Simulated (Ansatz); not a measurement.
H₄HfO₄···HBr

The calculation's input:

```
crystal:
  periodic: [false, false, false]
  atoms:
    - { symbol: Hf, position_ang: [0.0, 0.0, 0.0] }
    - { symbol: O, position_ang: [0.0, 0.0, 2.42] }
    - { symbol: H, position_ang: [-0.9095, -0.2814, 2.7571] }
    - { symbol: O, position_ang: [1.952, 0.0, -0.6893] }
    - { symbol: H, position_ang: [2.2684, -0.9521, -0.806] }
    - { symbol: O, position_ang: [-0.975, 1.6891, -0.6893] }
    - { symbol: H, position_ang: [-1.9328, 1.4584, -0.9117] }
    - { symbol: O, position_ang: [-0.975, -1.6891, -0.6893] }
    - { symbol: H, position_ang: [-1.4296, -2.1548, 0.0831] }
    - { symbol: Br, position_ang: [1.5733, 2.3727, 0.946] }
    - { symbol: H, position_ang: [0.7504, 1.1316, 2.2225] }
basis:
  gaussian: { orbitals: def2-SVP }
hamiltonian:
  xc: pbe
relax:
  f_tol: 0.15
  max_steps: 25
  restrain:
    - { distance: [0, 9], at: 3.9, k: 30.0 }
    - { distance: [10, 1], at: 2.21, k: 30.0 }
    - { distance: [0, 1], at: 2.07, k: 30.0 }
    - { distance: [10, 9], at: 1.55, k: 30.0 }
output:
  orbitals: {}
```

Command:

```sh
ansatz run input.yaml --threads 4 --pin off --max-ram 5120MiB --backend cpu --events-out ev --progress --plain --runs-dir out
```

The fields are those of the run's last geometry, not of the input's.

Core potentials replace the inner electrons of Hf; not at a stationary point (largest force 1.2 eV/Å).

All numbers below come from RKS PBE/def2-SVP in Ansatz 0.2.0.

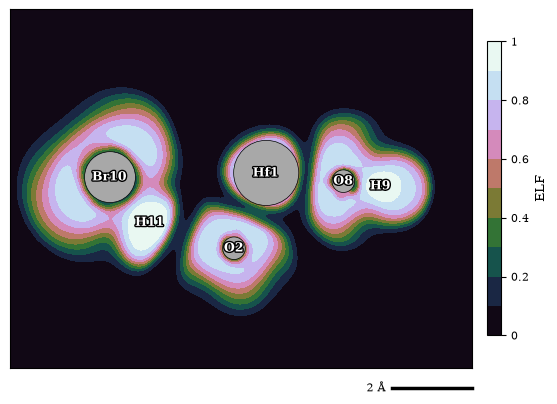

Figure 1. ELF on the plane of atoms O2, Hf1 and O8. Grey discs cover the atomic cores.

### What do the fields say about this system?

Atoms in the plane: Hf, O, H and Br.
O2···H11 (2.20 Å): the ELF dips to about 0.10 between them.
Hf–O (1.93 Å): the ELF peaks at about 0.80 in the valence shell of O, 0.6 Å from its nucleus, and drops to about 0.15 between the two atoms.
O–H (0.97 Å): the ELF climbs to about 1 towards the hydrogen, as it does in any bond to H; a covalent bond by its length.
Hf–O (2.04 Å): the ELF peaks at about 0.85 in the valence shell of O, 0.6 Å from its nucleus, and drops to about 0.20 between the two atoms.
Br–H (1.51 Å): the ELF climbs to about 1 towards the hydrogen.
The ELF also peaks beside Br10, away from the bonds: lone-pair regions.

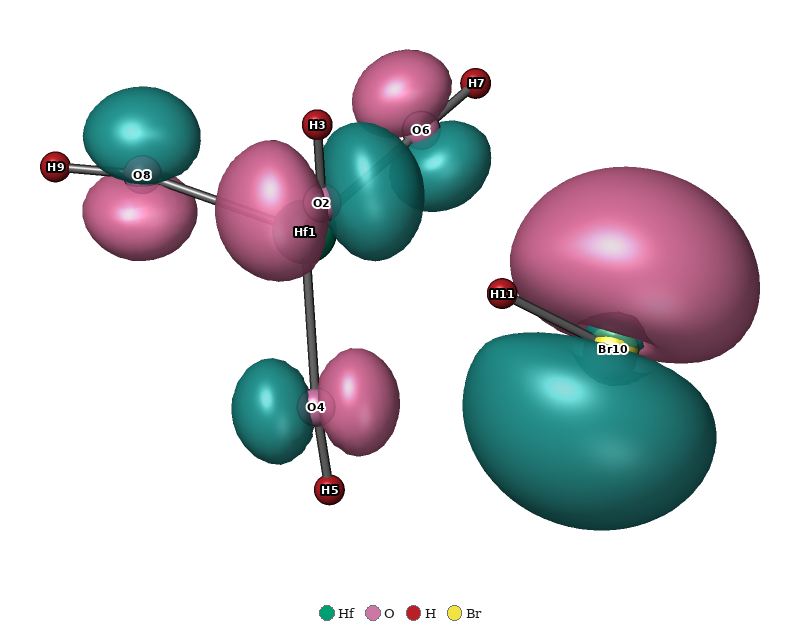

Figure 2. The HOMO−1 at ±0.08 Å⁻³ᐟ² (teal and pink are the two phases), seen at a tilt.

### Describe this orbital and give its energy.

By Hirshfeld shares it lies mainly on Br10 (about 75 %) and O2 (about 10 %); largely a lone pair of Br10. Its energy is −6.63 eV.

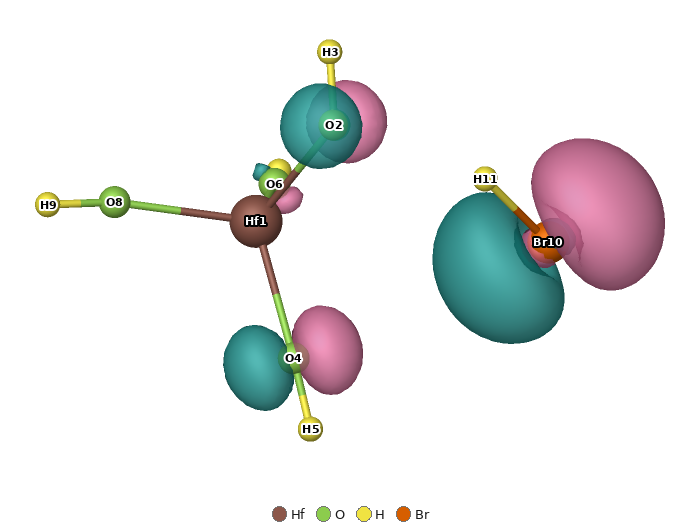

Figure 3. The HOMO at ±0.15 Å⁻³ᐟ² (teal and pink are the two phases), seen at a tilt.

### Where does this orbital lie, and at what energy?

Its weight (Hirshfeld) is mainly on Br10 (about 70 %), O4 (about 10 %) and O2 (about 10 %); largely a lone pair of Br10. Its energy is −6.59 eV.
